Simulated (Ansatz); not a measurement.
**Si4NH12Cl: frequency calculation**

The run: frequency calculation of Si4NH12Cl. Method and program: RKS PBE0-D4/def2-SVP (Ansatz 0.2.0).

Figures and captions count atoms from 1; the log counts them from 0 in places.

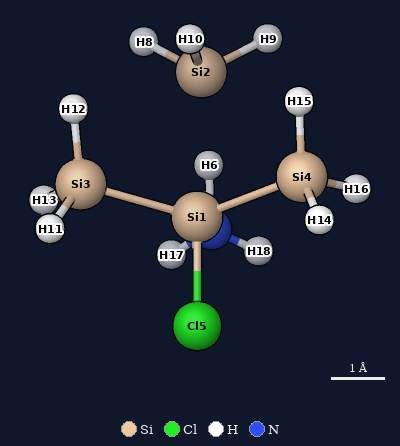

The structure as given in the input (ball-and-stick view, seen at a tilt; atoms are numbered from 1 in the order of the input).

Input file:
```yaml
crystal:
  periodic: [false, false, false]
  atoms:
    - {symbol: Si, position_ang: [-0.912705, 0.429638, -0.032540]}
    - {symbol: Si, position_ang: [1.844369, -0.845112, 0.074090]}
    - {symbol: Si, position_ang: [-0.005355, 1.352971, -1.975187]}
    - {symbol: Si, position_ang: [-0.433189, 0.768327, 2.227481]}
    - {symbol: Cl, position_ang: [-2.985937, 0.908403, -0.180815]}
    - {symbol: H, position_ang: [0.077457, -1.532945, -0.214550]}
    - {symbol: N, position_ang: [-1.147152, -1.595888, -0.345727]}
    - {symbol: H, position_ang: [2.580654, -1.385209, -1.129832]}
    - {symbol: H, position_ang: [2.321279, -1.687886, 1.233605]}
    - {symbol: H, position_ang: [2.476328, 0.502566, 0.315595]}
    - {symbol: H, position_ang: [-0.789823, 2.568905, -2.358107]}
    - {symbol: H, position_ang: [1.438664, 1.692508, -1.829514]}
    - {symbol: H, position_ang: [-0.184984, 0.308892, -3.035882]}
    - {symbol: H, position_ang: [-1.317418, 1.849113, 2.761335]}
    - {symbol: H, position_ang: [0.997267, 1.106745, 2.462552]}
    - {symbol: H, position_ang: [-0.777861, -0.519900, 2.906640]}
    - {symbol: H, position_ang: [-1.513786, -1.841276, -1.267759]}
    - {symbol: H, position_ang: [-1.667907, -2.079752, 0.388516]}
basis:
  gaussian: {orbitals: def2-SVP}
hamiltonian: {xc: pbe0, dispersion: d4}
phonons: {}
scf: {lower_state_search: off}
```

Run as:
```bash
ansatz run in.yaml --threads 4 --pin off --events-out ev --progress --plain --max-ram 66560MiB --backend cuda --devices 0, --max-vram 37GiB
```

What the program printed:
```
Functional definition: PBE0
  name "PBE0"
  cite "Adamo & Barone, J. Chem. Phys. 110, 6158 (1999) doi:10.1063/1.478522"
  cite "Perdew, Burke & Ernzerhof, Phys. Rev. Lett. 77, 3865 (1996) doi:10.1103/PhysRevLett.77.3865"
  parent pbe
  parameter a = 0.25
  parameter kappa = 0.804
  parameter beta = 0.06672455060314922
  exchange = (1 - a)*pbe_x(kappa = kappa, mu = beta*pi^2/3) + a*exact_x
  correlation = pbe_c(beta = beta)
these checks for a lower state are left out or cut short: stability, starts, cluster_reference, orbital_swaps, neighbouring_geometries, increment
1699 factors; integrals over basis functions are off by at most 3.7e-4 eV
mean field evaluation 1: about -45679.8614 eV, gradient 4.2e1 eV
mean field evaluation 2: about -45673.9752 eV, gradient 6.4e1 eV
mean field evaluation 4: about -45683.7484 eV, gradient 2.0e0 eV
mean field evaluation 8: about -45683.7696 eV, gradient 1.6e-1 eV
mean field evaluation 16: about -45683.7696 eV, gradient 3.8e-5 eV
mean field -45683.76964748 eV, -1678.8475689736 hartree, gradient 1.8e-6 eV, S^2 0.000000; 0 other end points of the search recorded, 0 dependent functions left out
the calculation of the forces begins
reference -45683.76968419 eV, -1678.8475703228 hartree; 46, 46 occupied and 118, 118 virtual orbitals, 1699 factors
these checks for a lower state are left out or cut short: stability, starts, cluster_reference, orbital_swaps, neighbouring_geometries, increment
1699 factors; integrals over basis functions are off by at most 3.7e-4 eV
mean field -45683.76899300 eV, -1678.8475449219 hartree, gradient 2.4e-6 eV, S^2 0.000000; 0 other end points of the search recorded, 0 dependent functions left out
[... from here on the field's lines of each further geometry are left out, up to the last ...]
the calculation of the forces begins
reference -45683.76957111 eV, -1678.8475661671 hartree; 46, 46 occupied and 118, 118 virtual orbitals, 1699 factors
these checks for a lower state are left out or cut short: stability, starts, cluster_reference, orbital_swaps, neighbouring_geometries, increment
1699 factors; integrals over basis functions are off by at most 3.7e-4 eV
mean field -45683.76960060 eV, -1678.8475672510 hartree, gradient 1.3e-6 eV, S^2 0.000000; 0 other end points of the search recorded, 0 dependent functions left out
the calculation of the forces begins
reference -45683.76963731 eV, -1678.8475686000 hartree; 46, 46 occupied and 118, 118 virtual orbitals, 1699 factors
WARN: phonons: 2 modes above zero are rigid motions of the cell's bodies and no vibrations: the zero-point energy, free energy, entropy and heat capacity leave them out. With what each would have added to F at 1000 K, by the weight of its row in the mesh: 21.98 cm⁻¹ (-0.298 eV; rigid weight 0.780, of which rotation 0.780), 33.83 cm⁻¹ (-0.260 eV; rigid weight 0.840, of which rotation 0.840). A body is a set of atoms that hang together within twice the van der Waals contact; here: 18 atoms, out of reach of every periodic image. What nothing holds moves and turns at no cost, which is at zero frequency: what stands here is left by the forces on the atoms, the periodic images, the SCF threshold and the grid, and changes its size and its sign with the last two. The forces' share comes down as the geometry is relaxed further. The table is the vibrational part alone. If the cell is meant as a crystal, declare phonons.rigid_motions: translations: the three translations of the whole cell alone are then left out. The least rigid weight left out is 0.78045 and the largest kept is 0.28496. The rigid motions are mixed with soft vibrations: those modes' frequencies are not settled, nor the sums by as much as one such mode adds.
WARN: phonons: modes at or below zero, which the zero-point energy, F, S and C_V leave out: 1, the lowest at -1065.70 cm⁻¹. A minimum has none, and a first-order saddle one
Total energy: -45684.31614419 eV, -1678.8676523574 hartree
Atom 0 at    -0.912705     0.429638    -0.032540 Å, force    -0.280247    -1.738305    -0.282719 eV/Å
Atom 1 at     1.844369    -0.845112     0.074090 Å, force     0.530616     0.160780     0.078867 eV/Å
Atom 2 at    -0.005355     1.352971    -1.975187 Å, force     0.018490     0.012022    -0.037421 eV/Å
Atom 3 at    -0.433189     0.768327     2.227481 Å, force     0.001380     0.004116    -0.004776 eV/Å
Atom 4 at    -2.985937     0.908403    -0.180815 Å, force     0.003206    -0.003731     0.003482 eV/Å
Atom 5 at     0.077457    -1.532945    -0.214550 Å, force    -1.304385    -0.223813    -0.175338 eV/Å
Atom 6 at    -1.147152    -1.595888    -0.345727 Å, force     1.018398     1.781093     0.364206 eV/Å
Atom 7 at     2.580654    -1.385209    -1.129832 Å, force    -0.002798    -0.000593    -0.002508 eV/Å
Atom 8 at     2.321279    -1.687886     1.233605 Å, force     0.002251    -0.004646     0.005943 eV/Å
Atom 9 at     2.476328     0.502566     0.315595 Å, force    -0.002490    -0.003381     0.001179 eV/Å
Atom 10 at    -0.789823     2.568905    -2.358107 Å, force     0.017104    -0.028300     0.013232 eV/Å
Atom 11 at     1.438664     1.692508    -1.829514 Å, force    -0.031838    -0.003742    -0.006159 eV/Å
Atom 12 at    -0.184984     0.308892    -3.035882 Å, force     0.003042     0.024158     0.034965 eV/Å
Atom 13 at    -1.317418     1.849113     2.761335 Å, force     0.000640    -0.001914    -0.002411 eV/Å
Atom 14 at     0.997267     1.106745     2.462552 Å, force     0.003275     0.000207     0.002757 eV/Å
Atom 15 at    -0.777861    -0.519900     2.906640 Å, force    -0.001197    -0.002259    -0.001881 eV/Å
Atom 16 at    -1.513786    -1.841276    -1.267759 Å, force     0.015998     0.009769     0.025142 eV/Å
Atom 17 at    -1.667907    -2.079752     0.388516 Å, force     0.008555     0.018539    -0.016557 eV/Å
Dipole moment:    -0.506347    -0.282537    -0.088544 e Å
Vibrations: -1065.70 47.06 57.45 70.40 82.92 127.69 146.13 150.69 173.01 195.69 199.45 264.40 314.25 347.72 363.85 388.93 463.46 485.50 517.11 539.84 543.93 553.29 571.94 782.35 810.82 844.42 851.10 891.78 911.54 919.57 928.35 932.24 937.49 945.38 1371.95 1414.12 1577.75 2138.91 2147.17 2154.39 2207.36 2219.40 2222.54 2232.56 2257.37 2267.20 3497.67 3624.47 cm⁻¹, zero-point energy 2.956565 eV
Checks for a lower state left out: stability, starts, cluster_reference, orbital_swaps, neighbouring_geometries, increment
```

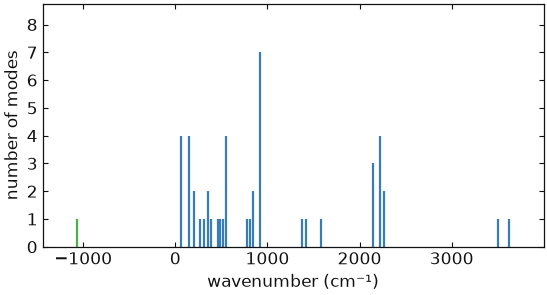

Harmonic vibrational wavenumbers from the force constants; neighbouring modes closer than 21 cm⁻¹ are counted in one stick, and imaginary ones are drawn at negative wavenumbers. 48 modes from 1066i to 3624 cm⁻¹, 1 imaginary beyond 8i (1066i cm⁻¹): a first-order saddle point, if the geometry is stationary.

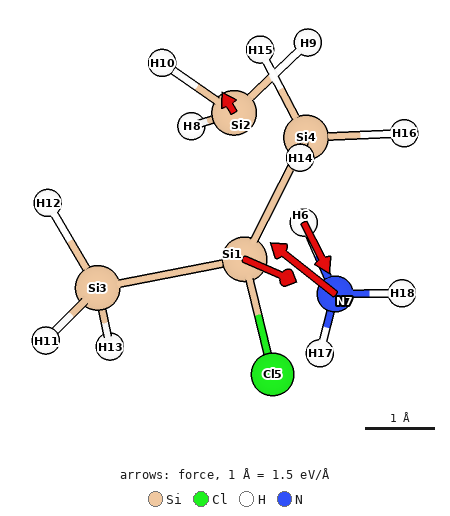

Forces on the atoms as red arrows (ball-and-stick view, seen at a tilt; atoms are numbered from 1 in the order of the input); the smallest are left out. The largest act on N7 (2.08 eV/Å); Si1 (1.78 eV/Å); H6 (1.34 eV/Å). The geometry is not a stationary point of this energy.

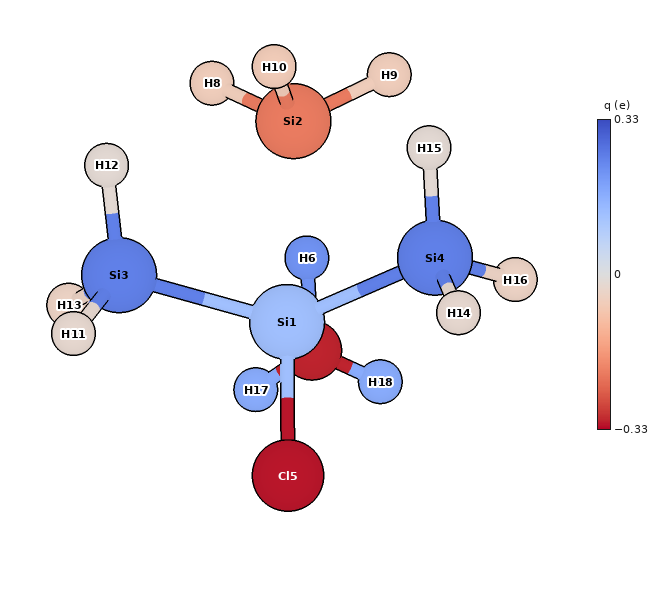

Mulliken charges, as the colour of each atom (ball-and-stick view, seen at a tilt; atoms are numbered from 1 in the order of the input). By element: Si −0.21 to +0.25, Cl −0.32, H −0.06 to +0.22 and N −0.31 e.

Summary:

- outcome: converged
- total energy: −45684.3161 eV
- mean-field energy: −45683.7697 eV
- dispersion energy: −0.5465 eV
- largest force (length of the vector): 2.084 eV/Å
- dipole moment: 2.82 D
- hardware: 4 CPU threads, shared host
- wall time: 3.4 min (CPU time 4.6 min)
- peak memory: 0.95 GiB
